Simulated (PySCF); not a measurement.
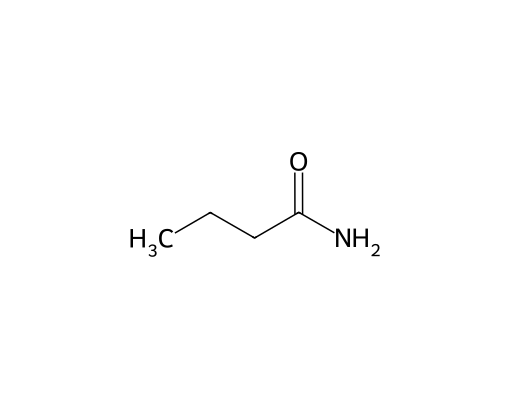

Skeletal drawing of a molecule.

Question: Give its SMILES.

Answer: CCCC(N)=O

Question: Give the formula, hydrogens included.

Answer: C4H9NO.

Question: An optimisation with GFN2-xTB gave a structure of which point group?

Answer: Cs. Other conformers may differ.

The parts below concern this one geometry. Atoms keep their numbers from picture to picture. The geometry was computed by an optimisation with GFN2-xTB. No frequency run is at hand to confirm it as a minimum.

## Shape

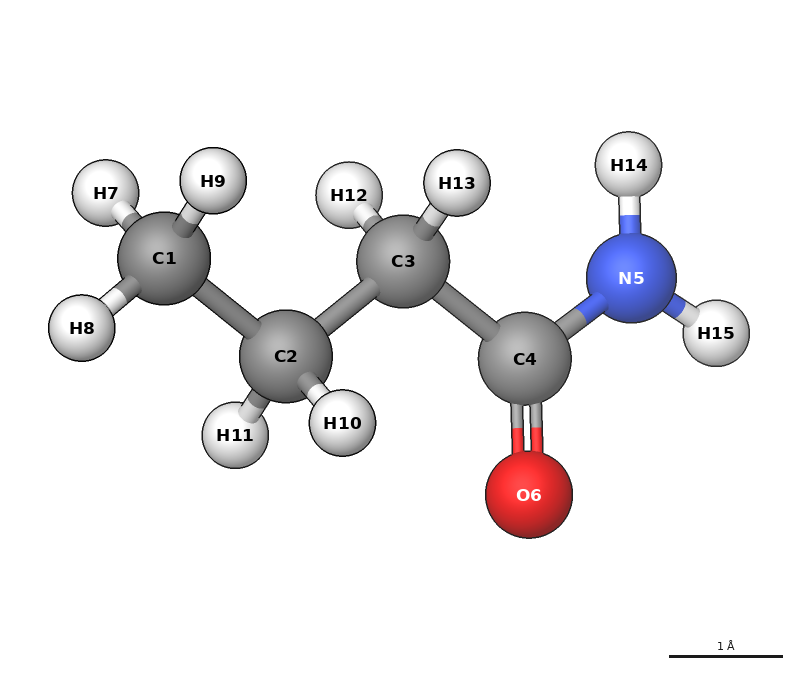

No frequency run is at hand to confirm it as a minimum.

Which atoms are bonded, and how long are the bonds?

```tsv
bond	length (Å)	order
C1–C2	1.523	single
C1–H7	1.088	single
C1–H8	1.087	single
C1–H9	1.088	single
C2–C3	1.526	single
C2–H10	1.091	single
C2–H11	1.091	single
C3–C4	1.519	single
C3–H12	1.093	single
C3–H13	1.093	single
C4–N5	1.358	single
C4–O6	1.208	double
N5–H14	1.004	single
N5–H15	1.006	single
```

## Electronic properties

No frequency run is at hand to confirm it as a minimum. Method: PBE0/pcSseg-1, gas phase (PySCF 2.14.0).

Question: What is the dipole moment?

Answer: 3.66 D.

Question: What is the HOMO energy (Kohn–Sham orbital)?

Answer: −7.29 eV.

Question: What is the LUMO energy (Kohn–Sham orbital)?

Answer: 0.95 eV.

## NMR shielding

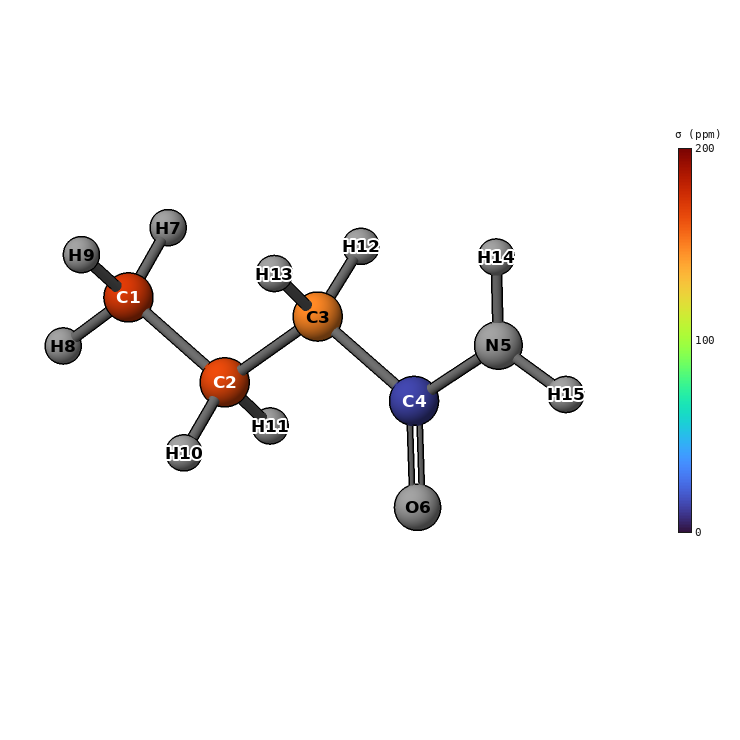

Atoms are coloured by their isotropic NMR shieldings (C only, the others grey). No frequency run is at hand to confirm it as a minimum. Method: GIAO PBE0/pcSseg-1 NMR shielding, non-relativistic, gas phase (PySCF 2.14.0).

Question: Which C atom is the most shielded (lowest chemical shift)?

Answer: C1 (171.0 ppm).

Question: Which C atom is the least shielded (highest chemical shift)?

Answer: C4 (14.3 ppm).

Question: How wide is the range of C shifts?

Answer: 156.7 ppm.

List the isotropic NMR shieldings of the C atoms.

| atom | σ (ppm) |
| --- | --- |
| C1 | 171.0 |
| C2 | 165.4 |
| C3 | 147.7 |
| C4 | 14.3 |

## Quadrupole coupling

No frequency run is at hand to confirm it as a minimum. Electric field gradients from the ground-state density, PBE0/pcSseg-1 (PySCF 2.14.0), non-relativistic apart from any core potentials.

Give the largest field-gradient component, the quadrupole coupling constant and the asymmetry for 14N at N5 (Q = 20.44 mb), 17O at O6 (Q = −25.6 mb).

```csv
atom,V_zz (a.u.),e²qQ/h (MHz),η
N5,−1.001,−4.81,0.02
O6,−1.623,9.76,0.04
```

## Charges

The questions are on Hirshfeld charges. No frequency run is at hand to confirm it as a minimum. Properties computed with PBE0/pcSseg-1, gas phase (PySCF 2.14.0).

Question: Which atom carries the highest charge (most positive or least negative)?

Answer: C4 (0.18 e).

Question: And the lowest?

Answer: O6 (−0.29 e).

Give the Hirshfeld charges atom by atom.

| atom | value (e) |
| --- | --- |
| C1 | −0.12 |
| C2 | −0.07 |
| C3 | −0.08 |
| C4 | 0.18 |
| N5 | −0.18 |
| O6 | −0.29 |
| H7 | 0.04 |
| H8 | 0.04 |
| H9 | 0.04 |
| H10 | 0.04 |
| H11 | 0.04 |
| H12 | 0.04 |
| H13 | 0.04 |
| H14 | 0.14 |
| H15 | 0.14 |
